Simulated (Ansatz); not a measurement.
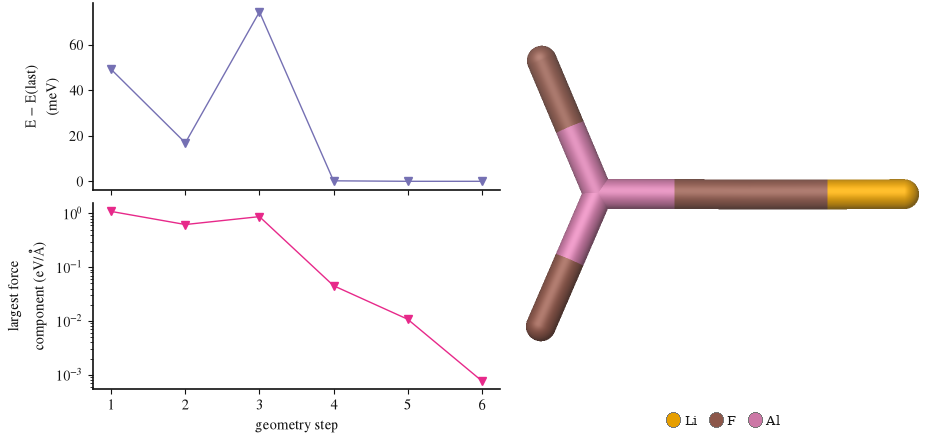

Beside the plot: the molecule at the start.

History of a geometry optimisation.

System: an isomer of formula AlF3Li (charge +1).
Method: RKS PBE0-D4/def2-TZVP in Ansatz.

**How did the optimisation end?**

The optimisation met its thresholds at geometry 6, counting the start as the first. The energy fell by about 49 meV from the first step to the last, with a rise at step 3. The largest force component goes from about 1.1 eV/Å at the start to 8 × 10⁻⁴ eV/Å at the end.
